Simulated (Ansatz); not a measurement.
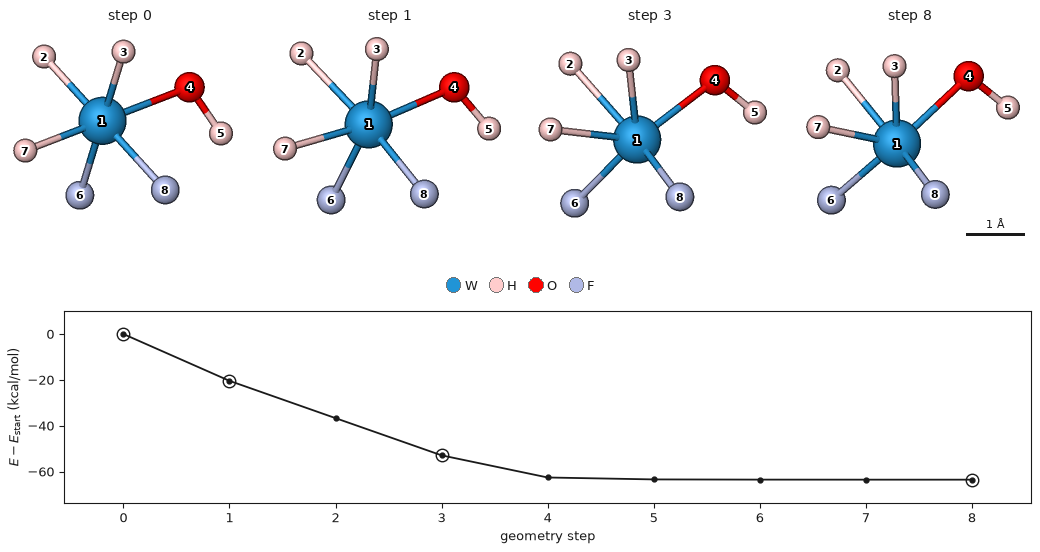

Frames of a relaxation of WH4OF2, marked on the history of the run. The picture is a ball-and-stick view, seen at a tilt.

The run prepares the start of a later molecular dynamics calculation, from a guessed geometry.

Level of theory: RKS PBE/def2-SVP (Ansatz). Set-up: no spin polarisation; force threshold 0.02 eV/Å; at most 40 steps.

> What happens along the run?

The energy falls by 63.5 kcal/mol in 8 geometry steps. Largest force component: 2.9 eV/Å at the start, 0.0081 eV/Å at the end. F8 moves most after the best rigid fit: 0.53 Å. Largest moves by element: F 0.53 Å, H 0.49 Å, W 0.49 Å, O 0.20 Å. Near-neighbour distances that change, for instance: W1–F6 1.850 → 1.894 Å, W1–H7 1.720 → 1.681 Å, W1–H2 1.720 → 1.687 Å, O4–H5 1.010 → 0.986 Å. Among the angles between lasting bonds that change: O4–W1–H7 180.0° → 132.7°, H2–W1–F8 180.0° → 139.8°, H2–W1–H7 90.0° → 60.7°. Cost: 25 s on 1 thread of Intel(R) Xeon(R) Platinum 8488C (Sapphire Rapids), with other jobs on the host, peak memory 0.15 GiB. From step 0 to 1: H5 moves most (0.19 Å), energy −20.4 kcal/mol. From step 1 to 3: H7 moves most (0.36 Å), energy −32.5 kcal/mol. From step 3 to 8: H2 moves most (0.18 Å), energy −10.6 kcal/mol.
